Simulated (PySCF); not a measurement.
C$_{9}$H$_{11}$Cl

| atom | x (Å) | y (Å) | z (Å) |
| --- | --- | --- | --- |
| C | 3.4251 | 0.7338 | 0.2315 |
| C | 2.7069 | -0.2992 | 0.6267 |
| C | 1.6812 | -0.9901 | -0.2234 |
| C | 0.3378 | -0.9072 | 0.4337 |
| C | -0.6872 | -0.2228 | -0.0556 |
| C | -0.8921 | 0.6175 | -1.2965 |
| C | -2.2991 | 0.9586 | -0.7684 |
| Cl | -3.6463 | 0.4907 | -1.8362 |
| C | -2.0560 | 0.0285 | 0.3947 |
| C | -2.8239 | -0.3990 | 1.3840 |
| H | 4.1470 | 1.2067 | 0.8754 |
| H | 3.3278 | 1.1470 | -0.7593 |
| H | 2.8198 | -0.6955 | 1.6274 |
| H | 1.6473 | -0.5368 | -1.2144 |
| H | 1.9605 | -2.0441 | -0.3265 |
| H | 0.2327 | -1.4229 | 1.3787 |
| H | -0.9021 | 0.0458 | -2.2230 |
| H | -0.2256 | 1.4717 | -1.4064 |
| H | -2.4593 | 2.0037 | -0.5030 |
| H | -3.8466 | -0.0767 | 1.4798 |
| H | -2.4570 | -1.0928 | 2.1203 |

Geometry: GFN2-xTB.

These are results of PBE0/pcSseg-1, SCF density, gas phase, non-relativistic (PySCF 2.14.0), not measurements.

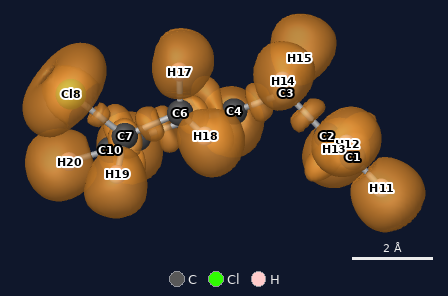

Figure 1. Isosurface of the electron localisation function at 0.8 (orange), seen from one side. Core shells and regions of very low density are left out.

Q: What do the ELF domains correspond to?

A: The ELF exceeds this value in nine regions between bonded C–C atoms (shared pairs), one region between bonded C–Cl atoms (shared pairs), eleven regions around hydrogen nuclei and one ring or bowl of non-bonding electrons around Cl. Profiles from the grid: C–C (1.32 Å): the ELF peaks at about 0.90 between the atoms; a short, multiple covalent bond. C–Cl (1.78 Å): the ELF peaks at about 0.90 between the atoms, as expected for localised, covalent bonding.

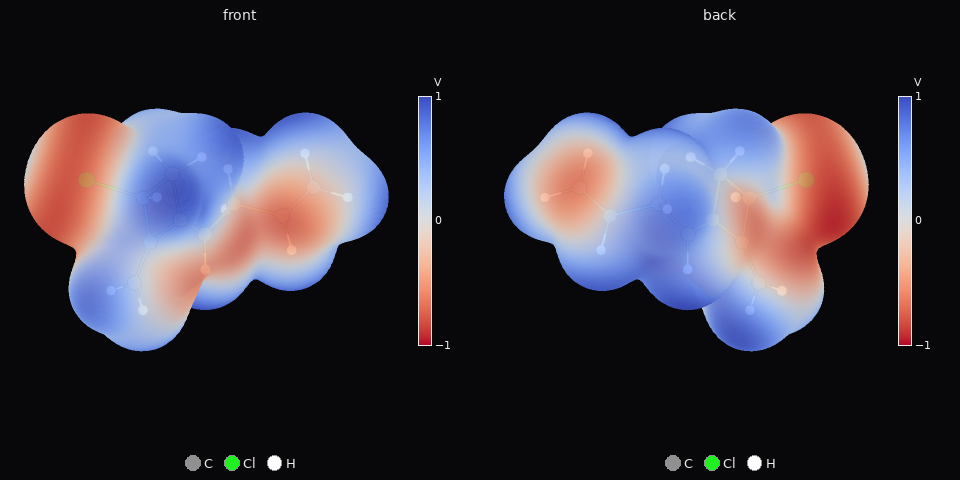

Figure 2. The electrostatic potential painted on the density surface at 0.002 e/bohr³, seen from the front and from behind; the colour scale runs from red (negative) to blue (positive).

Q: Describe the electrostatic potential map.

A: The most negative region (about −0.9 V, or −21 kcal/mol for a unit charge) lies over Cl8, the most positive (about +1.0 V, or +23 kcal/mol for a unit charge) over H16, H19 and H21.

Q: How polar is the molecule by this calculation?

A: Its dipole moment is 2.16 D.

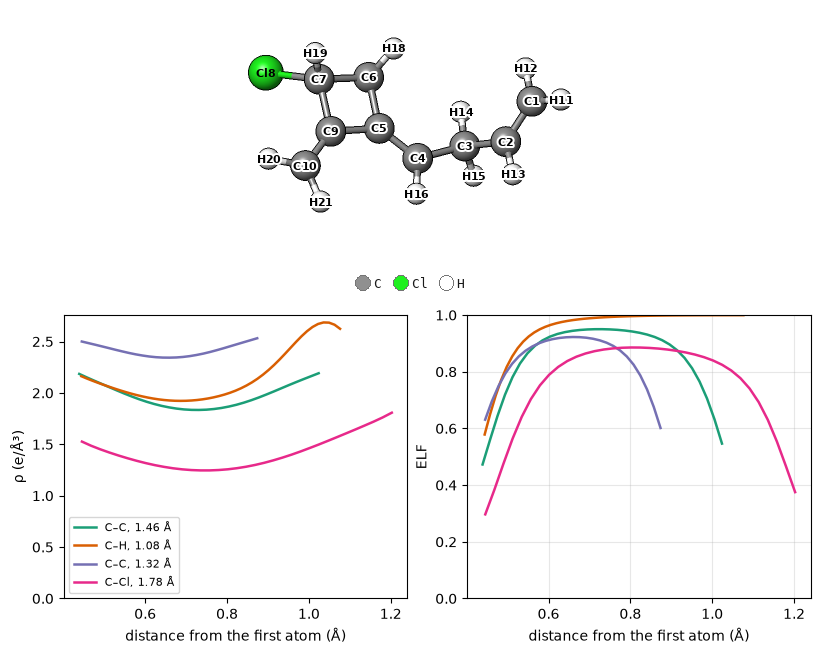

Figure 3. Total electron density and ELF along straight lines between neighbouring atoms. The curves leave out the atomic cores. The structure is drawn too.

Q: What can be read from the curves?

A: C–C (1.46 Å): ρ is about 1.8 e/Å³ halfway; the ELF peaks at about 0.95 between the atoms (a covalent bond).
C–H (1.08 Å): ρ at the midpoint is about 2 e/Å³; the ELF climbs to about 1 towards the hydrogen, as it does in any bond to H (a covalent bond by its length).
C–C (1.32 Å): ρ at the midpoint is about 2.3 e/Å³; the ELF peaks at about 0.90 between the atoms; a short, multiple covalent bond.
C–Cl (1.78 Å): ρ at the midpoint is about 1.3 e/Å³; the ELF peaks at about 0.90 between the atoms; localised, covalent bonding.
